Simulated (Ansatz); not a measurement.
C₂H₃N: several calculations on one system

**1. Relaxation**

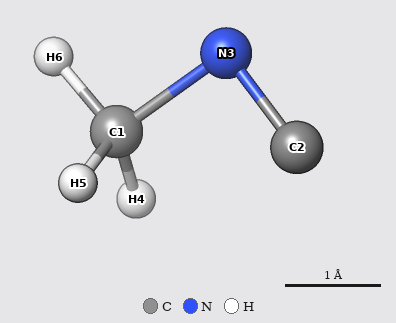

C2H3N (started from a transition state, displaced along its imaginary mode), before the relaxation. The picture is a ball-and-stick view, seen at a tilt.

Level of theory: RKS PBE0-D4/def2-TZVP in Ansatz 0.2.0.

Input
```yaml
crystal:
  periodic: [false, false, false]
  atoms:
    - {symbol: C, position_ang: [-0.178233, 0.023735, 0.346816]}
    - {symbol: C, position_ang: [0.501776, 0.097748, -1.575397]}
    - {symbol: N, position_ang: [0.920599, -0.461685, -0.483388]}
    - {symbol: H, position_ang: [-0.211613, 1.117284, 0.417958]}
    - {symbol: H, position_ang: [-1.154638, -0.349485, 0.014433]}
    - {symbol: H, position_ang: [0.122209, -0.427597, 1.279578]}
basis:
  gaussian: {orbitals: def2-TZVP}
hamiltonian: {xc: pbe0, dispersion: d4}
relax: {f_tol: 0.005, max_steps: 200}
```

Command:
```bash
ansatz run in.yaml --threads 2 --pin off --events-out ev --progress --plain --max-ram 4352MiB
```

**Predict the outcome.**

The atom that moves furthest after the best rigid fit is C2 (0.73 Å). Largest moves by element: C 0.73 Å, N 0.63 Å, H 0.27 Å. Near-neighbour distances that change, for instance: C1–C2 2.040 → 2.574 Å, C2–N3 1.296 → 1.164 Å, C1–N3 1.460 → 1.409 Å, C1–H6 1.079 → 1.091 Å. Among the angles between lasting bonds that change: C1–N3–C2 95.3° → 180.0°, N3–C1–H6 98.2° → 109.9°, N3–C1–H4 113.0° → 109.9°. After 8 geometry steps the energy has fallen by 44.5 kcal/mol. The largest force component goes from 8.1 to 0.00034 eV/Å. Cost: 11 s on 2 threads of Arm Neoverse V1, with other jobs on the host.

Final geometry:

```xyz
6

C    -0.2552    0.0564    0.4006
C     1.1178   -0.2473   -1.7548
N     0.4968   -0.1099   -0.7798
H    -0.3206    1.1157    0.6527
H    -1.2619   -0.3385    0.2580
H     0.2232   -0.4765    1.2234
```

After the run, drawn alike:

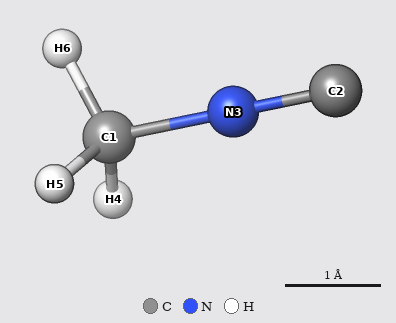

**2. Relaxation**

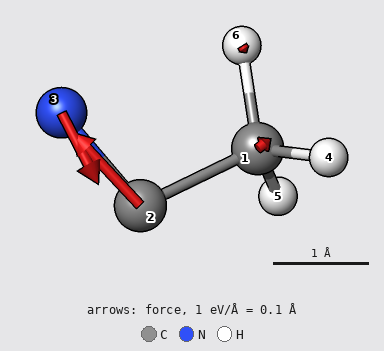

Starting geometry of C₂H₃N (started from a transition state, displaced along its imaginary mode) with the computed forces as red arrows. A ball-and-stick model, seen at a tilt.

Level of theory: RKS PBE0-D4/def2-TZVP in Ansatz.

The input:
```yaml
crystal:
  periodic: [false, false, false]
  atoms:
    - {symbol: C, position_ang: [-0.341996, 0.157340, 0.223762]}
    - {symbol: C, position_ang: [0.392635, 0.036132, -1.049302]}
    - {symbol: N, position_ang: [1.400748, -0.700916, -0.752138]}
    - {symbol: H, position_ang: [-0.336474, 1.208247, 0.477919]}
    - {symbol: H, position_ang: [-1.312342, -0.296277, 0.074827]}
    - {symbol: H, position_ang: [0.197529, -0.404526, 1.024932]}
basis:
  gaussian: {orbitals: def2-TZVP}
hamiltonian: {xc: pbe0, dispersion: d4}
relax: {f_tol: 0.005, max_steps: 200}
```

Launched with:
```bash
ansatz run in.yaml --threads 2 --pin off --events-out ev --progress --plain --max-ram 4352MiB
```

What follows when this structure is relaxed?

It isn't relaxed: the largest force vector, on C2, is 10.74 eV/Å. The final displacements follow the starting forces only in part (cosine between the two patterns 0.59). The energy falls by 2.818 eV in 7 geometry steps. The largest force component goes from 8.6 to 0.0008 eV/Å. The largest move after the best rigid fit is that of N3, 0.68 Å. By element the largest moves are N 0.68 Å, C 0.57 Å, H 0.42 Å. Among the contacts that change: C2–N3 1.284 → 1.149 Å, C1–H6 1.117 → 1.091 Å, C1–C2 1.475 → 1.449 Å, C1–H4 1.081 → 1.091 Å. Bond angles that change, for instance: C1–C2–N3 103.8° → 180.0°, H4–C1–H5 116.4° → 108.8°, C2–C1–H4 106.3° → 110.1°.

**3. Reaction**

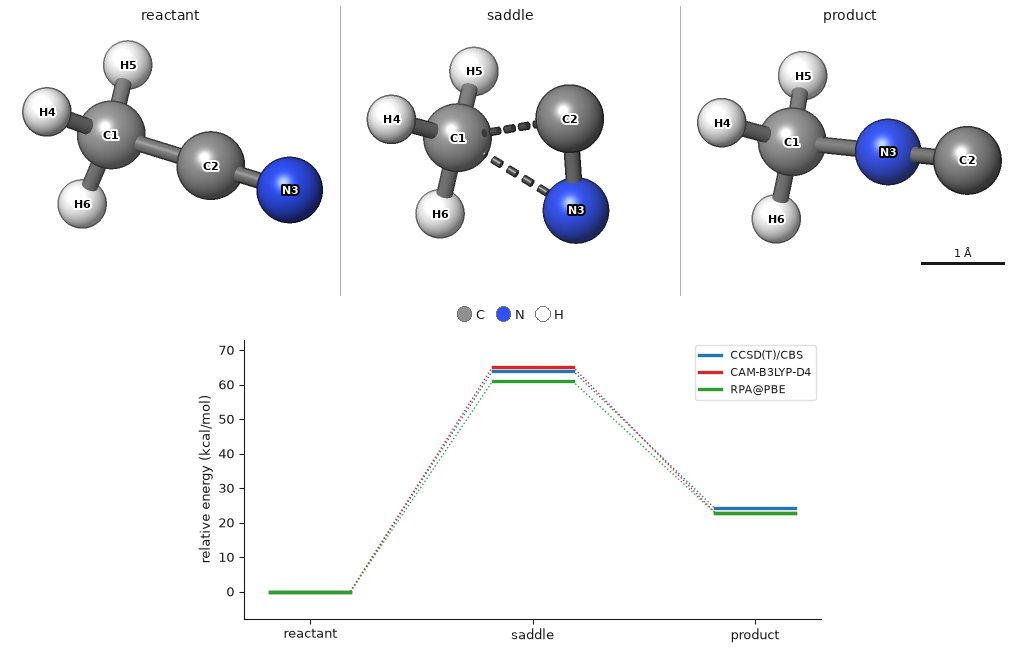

A reaction step of C2H3N, with its energy diagram. A ball-and-stick model, seen at a tilt. Dashed sticks mark bonds that form or break.

Stationary points at PBE0-D4/def2-TZVP, single-point energies with CCSD(T)/CBS, CAM-B3LYP-D4, RPA@PBE (def2-TZVPP where no basis is named; Ansatz 0.2.0). The energies are electronic, without zero-point or thermal terms, and both ends are the minima reached downhill from the saddle, with any fragments still in contact. CCSD(T)/CBS stands for a frozen-core estimate: MP2 correlation extrapolated from def2-TZVPP and def2-QZVPP, CCSD(T) minus MP2 from the smaller set.

### Describe the step and its energetics.

From the reactant over the saddle to the product, a bond forms: C1–N3 (2.60 → 1.81 → 1.41 Å). A bond breaks: C1–C2 (1.45 → 1.75 → 2.57 Å). The saddle has one imaginary mode, 408i cm⁻¹. With CCSD(T)/CBS the barrier is 64.0 kcal/mol from the reactant and 39.9 kcal/mol from the product, and the product lies 24.1 kcal/mol above the reactant.

```tsv
level	barrier from the reactant (kcal/mol)	barrier from the product (kcal/mol)	the product less the reactant (kcal/mol)
CCSD(T)/CBS	64.0	39.9	24.1
CAM-B3LYP-D4	65.2	42.3	22.9
RPA@PBE	60.9	38.1	22.8
```

Against CCSD(T)/CBS, CAM-B3LYP-D4 comes closest on the barrier from the reactant (+1.1 kcal/mol) and RPA@PBE misses most (−3.1 kcal/mol).

**4. Reaction**

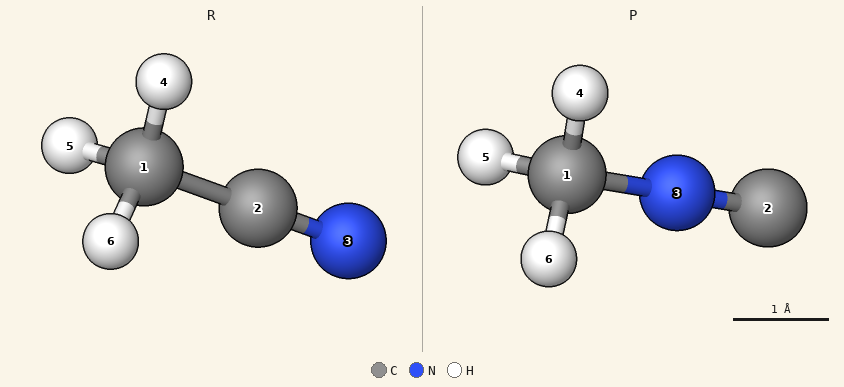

Reactant (R) and product (P) of one elementary step of C$_{2}$H$_{3}$N. Style: ball-and-stick. Shown at a tilt.

Stationary points at PBE0-D4/def2-TZVP, single-point energies with PBE0-D4, SPW92 (LDA), RPA@PBE, wB97X-V, BLYP-D4, CCSD(T)/CBS (def2-TZVPP where no basis is named; Ansatz 0.2.0). The energies are electronic, without zero-point or thermal terms, and both ends are the minima reached downhill from the saddle, with any fragments still in contact. CCSD(T)/CBS stands for a frozen-core estimate: MP2 correlation extrapolated from def2-TZVPP and def2-QZVPP, CCSD(T) minus MP2 from the smaller set.

R:
```xyz
6

C    -0.3269    0.1184    0.3411
C     0.6456   -0.2339   -0.6738
N     1.4167   -0.5133   -1.4786
H    -0.3754    1.2025    0.4537
H    -1.3139   -0.2509    0.0590
H    -0.0461   -0.3228    1.2986
```

P:
```xyz
6

C    -0.2706    0.0694    0.3882
C     1.1856   -0.3042   -1.7005
N     0.5269   -0.1352   -0.7557
H    -0.3351    1.1356    0.6098
H    -1.2749   -0.3195    0.2148
H     0.1682   -0.4461    1.2435
```

Question: What is the transition state like, and how high is the barrier?

Answer: From R over the saddle to P, a bond forms: C1–N3 (2.60 → 1.81 → 1.41 Å). A bond breaks: C1–C2 (1.45 → 1.75 → 2.57 Å). The saddle has one imaginary mode, 408i cm⁻¹. With PBE0-D4 the barrier is 64.4 kcal/mol from R and 40.3 kcal/mol from P, and P lies 24.1 kcal/mol above R.

```
      level  barrier from R (kcal/mol)  barrier from P (kcal/mol)  P less R (kcal/mol)
    PBE0-D4                       64.4                       40.3                 24.1
SPW92 (LDA)                       65.4                       40.8                 24.6
    RPA@PBE                       60.9                       38.1                 22.8
    wB97X-V                       62.9                       40.0                 22.9
    BLYP-D4                       63.2                       39.3                 23.8
CCSD(T)/CBS                       64.0                       39.9                 24.1
```

Against CCSD(T)/CBS, PBE0-D4 comes closest on the barrier from R (+0.3 kcal/mol) and RPA@PBE misses most (−3.1 kcal/mol).

Saddle geometry:

```xyz
6

C    -0.2601    0.0905    0.2853
C     0.4472    0.0669   -1.3123
N     1.1607   -0.5813   -0.6178
H    -0.2740    1.1628    0.4479
H    -1.2335   -0.3229    0.0446
H     0.1599   -0.4161    1.1523
```

The saddle point in the same view, with dashed sticks for the bonds that form or break:

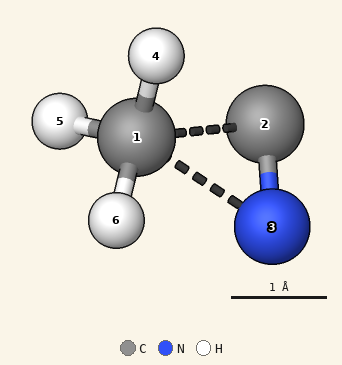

**5. Path**

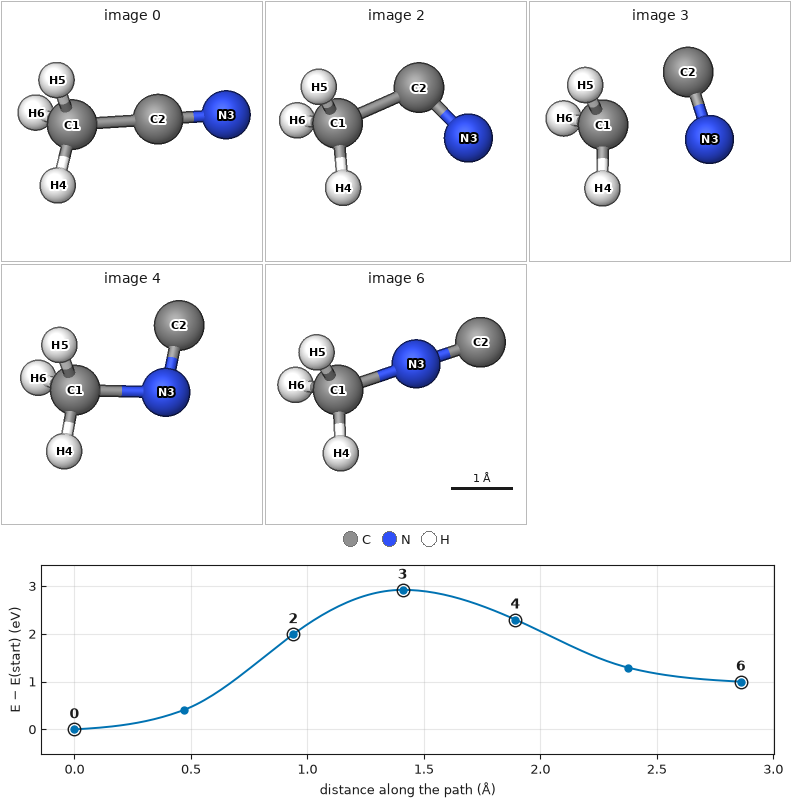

A nudged-elastic-band calculation for C₂H₃N. Images are numbered from 0 (start) to 6 (end). The picture is a ball-and-stick view, seen from a free direction.

Method: RKS PBE0-D4/def2-SVP (Ansatz 0.2.0). Set-up: 5 movable images; climbing image.

**What happens along the path, and what is the barrier?**

The energy climbs by 2.92 eV to image 3 and then falls by 1.92 eV, so the end point sits at +1.00 eV. Breaking: C1–C2 (1.45 → 1.74 at the top → 2.57 Å). Forming: C1–N3 (2.60 → 1.79 at the top → 1.41 Å). The band converged in 10 iterations. The largest component of the band force went from 4.8 to 0.01 eV/Å. The climbing image converged on the top of the path. Its curvatures weren't checked. The largest force component is 0.71 eV/Å at the start and 0.66 eV/Å at the end; an end with forces this large is no minimum, and the barrier measured from it can be far off.

The run took 48 s on 2 threads of Arm Neoverse V1, on a shared host.
